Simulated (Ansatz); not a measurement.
# AlTiH3Cl4O: nudged elastic band

- system: AlTiH3Cl4O, multiplicity 2
- method: RKS PBE/def2-SVP (Ansatz 0.2.0)

One setting was made poor on purpose. It belongs to a series of runs on one base structure; here: an input spoilt on purpose.

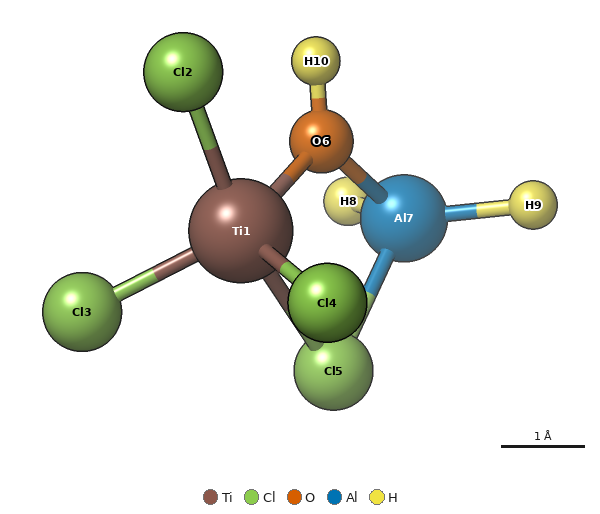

**Figure 1.** The structure as given in the input (ball-and-stick view, seen at a tilt; atoms are numbered from 1 in the order of the input). Sticks mark near contacts. Bond lengths as drawn: Al–Cl 2.29 Å, Al–H 1.59 to 1.60 Å, Al–O 1.89 Å, Cl–Ti 2.18 to 2.58 Å, H–O 0.98 Å and O–Ti 1.97 Å.

## Input
```yaml
crystal:
  periodic: [false, false, false]
  atoms:
    - { symbol: Ti, position_ang: [-0.264724, 0.269949, 0.26897] }
    - { symbol: Cl, position_ang: [0.235019, 0.876518, 2.342303] }
    - { symbol: Cl, position_ang: [1.504955, -0.904588, -0.227351] }
    - { symbol: Cl, position_ang: [-0.25527, 2.202151, -0.735464] }
    - { symbol: Cl, position_ang: [-1.4893, -0.79804, -1.731115] }
    - { symbol: O, position_ang: [-1.939556, -0.478033, 0.99956] }
    - { symbol: Al, position_ang: [-3.129239, -1.303366, -0.220618] }
    - { symbol: H, position_ang: [-3.184381, -2.871393, 0.065378] }
    - { symbol: H, position_ang: [-4.407564, -0.372906, -0.431501] }
    - { symbol: H, position_ang: [-2.076342, -0.358492, 1.959335] }
magnetization:
  spin_polarized: true
  initial_magnetization: 1
basis:
  gaussian: { orbitals: def2-SVP }
hamiltonian:
  xc: pbe
neb:
  order_check: false
  images: 3
  f_tol: 0.05
  max_iterations: 8
  climbing: true
  final_atoms:
    - { symbol: Ti, position_ang: [-0.55940097, 0.05339573, -0.14552352] }
    - { symbol: Cl, position_ang: [0.04370602, 0.8716866, 2.65928941] }
    - { symbol: Cl, position_ang: [1.28701721, -1.13246916, 0.02856894] }
    - { symbol: Cl, position_ang: [-0.47671384, 2.21198102, -0.56896127] }
    - { symbol: Cl, position_ang: [-1.55943268, -0.82199145, -2.0971989] }
    - { symbol: O, position_ang: [-1.91723057, -0.49836971, 0.76792575] }
    - { symbol: Al, position_ang: [-3.15504643, -1.34438864, -0.33073335] }
    - { symbol: H, position_ang: [-3.12235673, -2.92622706, -0.16152899] }
    - { symbol: H, position_ang: [-4.43058782, -0.43386489, -0.6061325] }
    - { symbol: H, position_ang: [-1.11635619, 0.28204756, 2.74379142] }
  initial_path:
    images:
      - { positions_ang: [[-0.264724, 0.269949, 0.26897], [0.235019, 0.876518, 2.342303], [1.504955, -0.904588, -0.227351], [-0.25527, 2.202151, -0.735464], [-1.4893, -0.79804, -1.731115], [-1.939556, -0.478033, 0.99956], [-3.129239, -1.303366, -0.220618], [-3.184381, -2.871393, 0.065378], [-4.407564, -0.372906, -0.431501], [-2.076342, -0.358492, 1.959335]] }
      - { positions_ang: [[-0.12095535, 0.10430643, 0.16908001], [0.05758461, 0.45287878, 2.56311928], [1.89971756, -0.53576898, -0.41299299], [-0.61654146, 2.04288426, -0.78723884], [-1.30552611, -1.38881922, -1.2243996], [-2.02789819, -0.22063823, 0.82721115], [-3.27744859, -1.10348463, -0.16023916], [-3.18600713, -2.63256907, -0.21517057], [-4.60935464, -0.30534644, -0.39850722], [-1.8199727, -0.15164289, 1.92863495]] }
      - { positions_ang: [[0.02281331, -0.06133614, 0.06919003], [-0.11984978, 0.02923955, 2.78393556], [2.29448013, -0.16694995, -0.59863498], [-0.97781292, 1.88361751, -0.83901368], [-1.12175221, -1.97959844, -0.71768421], [-2.11624039, 0.03675653, 0.6548623], [-3.42565818, -0.90360327, -0.09986032], [-3.18763326, -2.39374514, -0.49571915], [-4.81114529, -0.23778687, -0.36551345], [-1.5636034, 0.05520623, 1.89793491]] }
      - { positions_ang: [[-0.26829383, -0.0039702, -0.03816675], [-0.03807188, 0.45046307, 2.72161248], [1.79074867, -0.64970955, -0.28503302], [-0.72726338, 2.04779927, -0.70398747], [-1.34059245, -1.40079495, -1.40744156], [-2.01673548, -0.23080659, 0.71139402], [-3.29035231, -1.12399596, -0.21529683], [-3.15499499, -2.6599861, -0.32862407], [-4.62086656, -0.33582588, -0.48582298], [-1.33997979, 0.16862689, 2.32086316]] }
      - { positions_ang: [[-0.55940097, 0.05339573, -0.14552352], [0.04370602, 0.8716866, 2.65928941], [1.28701721, -1.13246916, 0.02856894], [-0.47671384, 2.21198102, -0.56896127], [-1.55943268, -0.82199145, -2.0971989], [-1.91723057, -0.49836971, 0.76792575], [-3.15504643, -1.34438864, -0.33073335], [-3.12235673, -2.92622706, -0.16152899], [-4.43058782, -0.43386489, -0.6061325], [-1.11635619, 0.28204756, 2.74379142]] }
```

Launch command:
```bash
ansatz run input.yaml --threads 4 --pin off --max-ram 5120MiB --backend cpu --events-out ev --progress --plain --runs-dir out
```

## The program's output
```
Error: a molecule whose nuclei and cores have a total charge of 114 cannot have a net charge of 0 together with 1 unpaired electrons
```

## Outcome

```json
{"quantity": "outcome", "value": "refused by the program"}
{"quantity": "hardware", "value": "4 threads of Arm Neoverse V2, 24 GiB of memory available, shared host"}
```

## What went wrong

The program refused the input: “a molecule whose nuclei and cores have a total charge of 114 cannot have a net charge of 0 together with 1 unpaired electrons” A deliberately poor setting: bad input.
